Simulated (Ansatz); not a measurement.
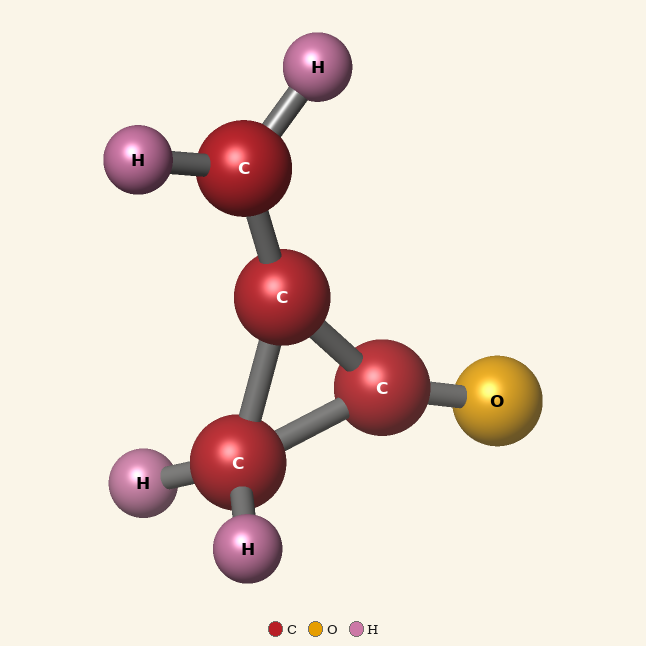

The picture shows a molecular structure as a ball-and-stick model. Every bond is drawn as one stick, whatever its order.

The computed structure is the end point of a PBE0-D4/def2-TZVP optimisation.

**Which formula does it have?**

C4H4O, 9 atoms: 4 carbon, 4 hydrogen and 1 oxygen.

**How many atoms are distinct by symmetry?**

8: 1 C, 1 C, 1 C, 1 C, 1 O, 1 H, 1 H, 2 H.

**How many bonds of each kind are drawn?**

4 C–C, 4 C–H, 1 C–O.

**Give the symmetry (Schoenflies symbol).**

Cs.

More results for the same structure follow; atom numbers are the same in all pictures, views and colours differ.

Geometry

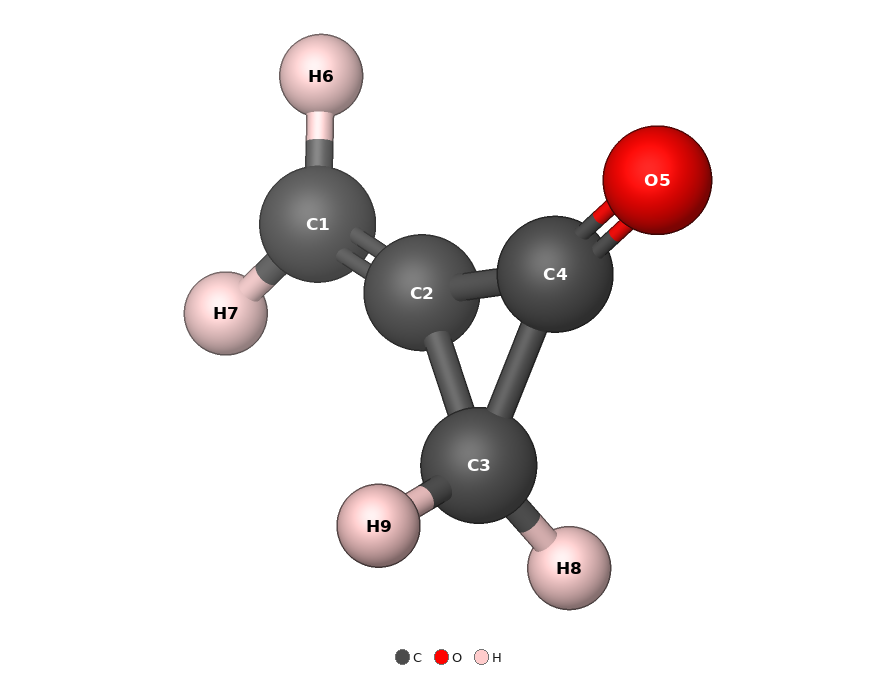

Atoms carry their numbers in the input.

What are the angles C2–C1–H6, C2–C1–H7, C1–C2–C3, C1–C2–C4, C3–C2–C4, C2–C3–C4, C2–C3–H8, C4–C3–H8, C2–C4–C3, C2–C4–O5, C3–C4–O5?

| angle | degrees |
| --- | --- |
| C2–C1–H6 | 120.7 |
| C2–C1–H7 | 121.6 |
| C1–C2–C3 | 146.3 |
| C1–C2–C4 | 152.6 |
| C3–C2–C4 | 61.0 |
| C2–C3–C4 | 56.6 |
| C2–C3–H8 | 118.5 |
| C4–C3–H8 | 118.7 |
| C2–C4–C3 | 62.4 |
| C2–C4–O5 | 150.6 |
| C3–C4–O5 | 147.0 |

Vibrations

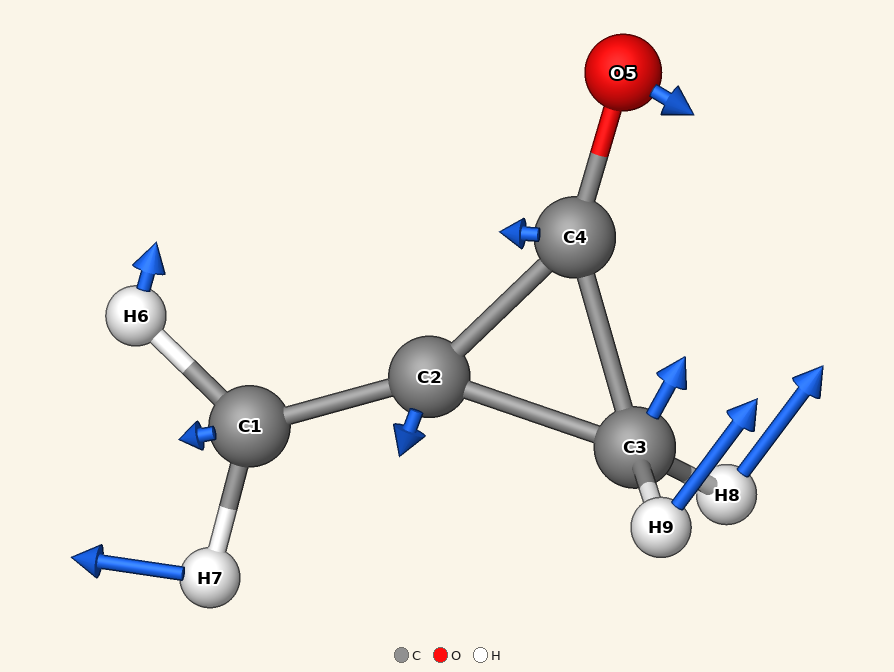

The arrows show one normal mode. Harmonic vibrations computed with RKS PBE0-D4/def2-TZVP (Ansatz 0.2.0) at a stationary point of the same level.

**Describe the motion.**

Mostly angle bending.

**At what wavenumber does it lie?**

527 cm⁻¹; it is mode 4 of 21 counted from the lowest.

Thermal motion

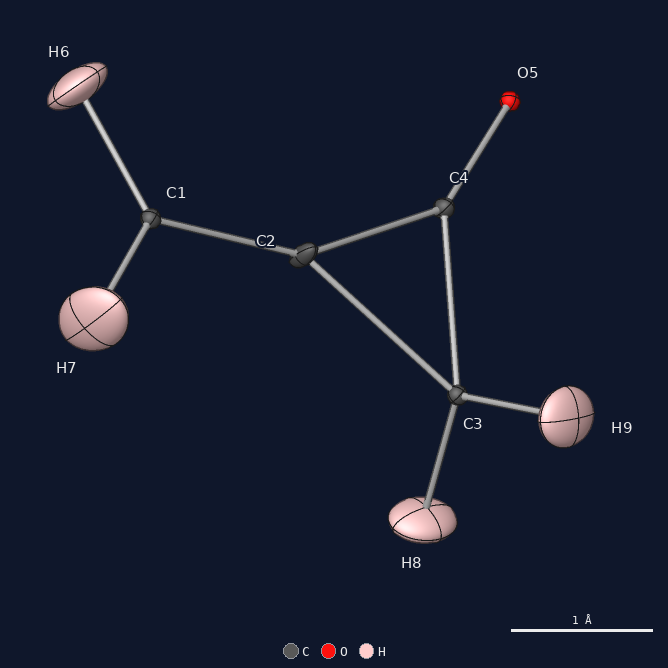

Displacement ellipsoids at the 50 % level, from the internal vibrations of the free molecule (harmonic, no overall translation or rotation; no half-axis is drawn under 0.075 Å). Vibrations computed with RKS PBE0-D4/def2-TZVP (Ansatz 0.2.0). Temperature: 298 K.

Give the displacement parameters, one line for each set of equivalent atoms.

```csv
atom,U_eq (Å²),rms amplitudes (Å)
C1,0.0019,"0.032, 0.044, 0.051"
C2,0.0041,"0.031, 0.048, 0.096"
C3,0.0015,"0.030, 0.038, 0.045"
C4,0.0020,"0.031, 0.038, 0.059"
O5,0.0014,"0.027, 0.036, 0.048"
H6,0.0200,"0.077, 0.163, 0.166"
H7,0.0262,"0.083, 0.154, 0.219"
"H8, H9",0.0189,"0.077, 0.142, 0.175"
```

Levels of theory compared

Program: Ansatz 0.2.0.

Compare HOMO–LUMO gap (eV) at these levels: BHLYP-D4/def2-TZVPP; CAM-B3LYP-D4/def2-TZVPP; HSE06 (plane-wave form)-D4/def2-TZVPP; SPW92 (LDA)/def2-TZVPP; ωB97M-V/def2-QZVPP; ωB97M-V/def2-TZVPP.

```json
{"level": "BHLYP-D4/def2-TZVPP", "HOMO–LUMO gap (eV)": "7.38"}
{"level": "CAM-B3LYP-D4/def2-TZVPP", "HOMO–LUMO gap (eV)": "7.41"}
{"level": "HSE06 (plane-wave form)-D4/def2-TZVPP", "HOMO–LUMO gap (eV)": "4.04"}
{"level": "SPW92 (LDA)/def2-TZVPP", "HOMO–LUMO gap (eV)": "2.33"}
{"level": "ωB97M-V/def2-QZVPP", "HOMO–LUMO gap (eV)": "9.28"}
{"level": "ωB97M-V/def2-TZVPP", "HOMO–LUMO gap (eV)": "9.32"}
```
